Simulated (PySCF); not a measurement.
**SiH3S (SMILES [SiH2]S): ROCCSD(T)/STO-3G**

Aim: the energy change on altering one bond length of SiH3S at ROCCSD(T)/STO-3G, from 2 runs. The job is set up through a Python script.

Program for the calculation: PySCF 2.14.0.

6 further runs of the same task are left out: 6 set aside as unsound or not needed.

## Step 1: The system as given

SiH3S has 5 atoms, charge 0, and is taken as a doublet. As SMILES, `[SiH2]S`. The coordinates come from a PBE0-D4/def2-TZVP relaxation. This is one conformer, not always the lowest.

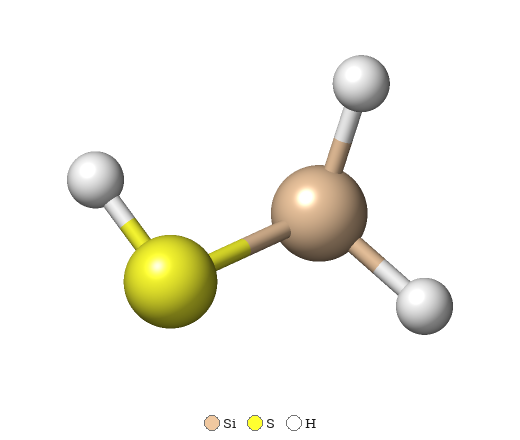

Viewed from a chosen angle; silicon light orange, sulfur yellow, hydrogen white.

## Step 2: The energy at ROCCSD(T)/STO-3G

calc.py reads:

```python
# [SiH2]S
from pyscf import gto, cc

molecule = gto.Mole()
molecule.atom = '''
Si      -0.096300      -0.694000      -0.309300
S        0.273100       1.406000      -0.294500
H       -0.094500      -1.256800       1.073000
H       -1.440300      -0.843200      -0.929900
H        1.407800       1.314300       0.419300
'''
molecule.basis = 'sto-3g'
molecule.max_memory = 1860
molecule.spin = 1
molecule.verbose = 3
molecule.build()

mf = molecule.ROHF()
mf.conv_tol = 1e-10
mf.kernel()
if not mf.converged:
    mf = mf.newton().run(mf.mo_coeff, mf.mo_occ)

mycc = cc.CCSD(mf, frozen=10)
mycc.kernel()
e_t = mycc.ccsd_t()
e_tot = mycc.e_tot + e_t
print('Final energy', e_tot)
```

On the command line:

```
$ OMP_NUM_THREADS=1 python calc.py
```

Output:

```text
converged SCF energy = -680.478857915486

WARN: RCCSD method does not support ROHF method. ROHF object is converted to UHF object and UCCSD method is called.

E(UCCSD) = -680.5590075992699  E_corr = -0.0801496837839971
UCCSD(T) correction = -0.00086813111932192
Final energy -680.5598757303892
```

Run time: 0.72 s. Hardware: 1 thread of Arm Neoverse V2, shared host; peak memory 0.12 GiB.

## Step 3: The distorted shape, same level

input.py reads:

```python
from pyscf import gto, scf, cc

mol = gto.M(
    atom='''
Si     0.325914    -1.255088    -0.349970
S      1.023978     2.713337    -0.322002
H      0.329315    -2.318626     2.262199
H     -2.721773    -1.593417    -1.757256
H      3.168251     2.540049     1.026885
''',
    basis='sto-3g',
    max_memory=1860,
    spin=1,
    verbose=3,
    charge=0,
    unit='bohr',
)

calc0 = scf.ROHF(mol)
calc0.conv_tol = 1e-10
calc0.kernel()
if not calc0.converged:
    calc0 = calc0.newton().run(calc0.mo_coeff, calc0.mo_occ)

mycc = cc.CCSD(calc0, frozen=10)
mycc.kernel()
e_t = mycc.ccsd_t()
etot = mycc.e_tot + e_t
print('E = %.10f Eh' % etot)
```

On the command line:

```
$ OMP_NUM_THREADS=1 python input.py
```

Output:

```text
converged SCF energy = -680.43526603079

WARN: RCCSD method does not support ROHF method. ROHF object is converted to UHF object and UCCSD method is called.

E(UCCSD) = -680.5269163463469  E_corr = -0.09165031555734314
UCCSD(T) correction = -0.00111768886176589
E = -680.5280340352 Eh
```

Wall time 0.74 s (1 thread of Arm Neoverse V2, shared host); peak memory 0.12 GiB.

## Step 4: What came out

Level: ROCCSD(T)/STO-3G, 10 core orbitals frozen.

| quantity | value |
| --- | --- |
| first shape: total energy | -680.55988 Eh |
| first shape: dipole moment (Hartree–Fock density) | 1.60 D |
| first shape: correlation energy (10 core orbitals frozen) | -81.0 mEh |
| first shape: (T) correction | -0.87 mEh |
| first shape: ⟨S²⟩ of the reference determinant | 0.750 |
| first shape: T1 diagnostic | 0.015 |
| distorted shape: total energy | -680.52803 Eh |
| distorted shape: dipole moment (Hartree–Fock density) | 1.70 D |
| distorted shape: correlation energy (10 core orbitals frozen) | -92.8 mEh |
| distorted shape: (T) correction | -1.12 mEh |
| distorted shape: ⟨S²⟩ of the reference determinant | 0.750 |
| distorted shape: T1 diagnostic | 0.016 |
| energy change with the Si1–H4 bond stretched from 1.488 to 1.785 Å | 0.866 eV |

What this shows: With the Si1–H4 bond stretched from 1.488 to 1.785 Å the energy rises by 0.87 eV (20.0 kcal/mol). The first shape isn't relaxed at this level, so the change isn't measured from a minimum. The minimal basis adds a large error of its own. The triples (first shape) make up 1.1 % of the correlation energy. Mulliken charges (distorted shape) of the mean-field density run from -0.16 on H4 to +0.45 on Si1; they depend strongly on the basis. The triples (distorted shape) make up 1.2 % of the correlation energy.
